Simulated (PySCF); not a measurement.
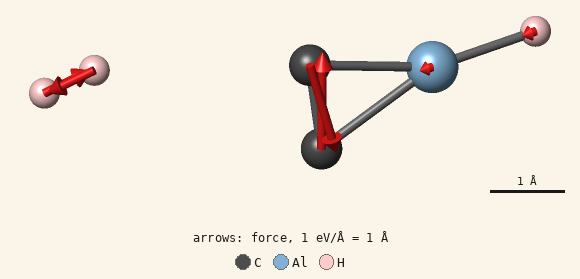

Starting geometry of C₂H₃Al with the computed forces as red arrows. A ball-and-stick model, seen at a tilt.

It is one of the separated reactants of a reaction.

Computed with PySCF, RKS PBE0-D4/def2-TZVP, density fitting. 

> Is this structure relaxed? If not, where do the atoms go?

It isn't relaxed: the largest force vector, on C atoms, is 1.44 eV/Å. The final displacements have little in common with the starting forces (cosine between the two patterns 0.18). Over 16 geometry steps the energy falls by 3.51 kJ/mol. An H atom moves most after the best rigid fit: 0.26 Å. By element the largest moves are H 0.26 Å, C 0.16 Å, Al 0.02 Å. Among the contacts that change: H–H 0.769 → 0.747 Å, C–C 1.288 → 1.267 Å, Al–C 1.899 → 1.880 Å, Al–H 1.581 → 1.566 Å.

Limits of the set-up: the start holds two separate molecules, 3.0 Å apart at their closest, whose relative position is a soft coordinate.
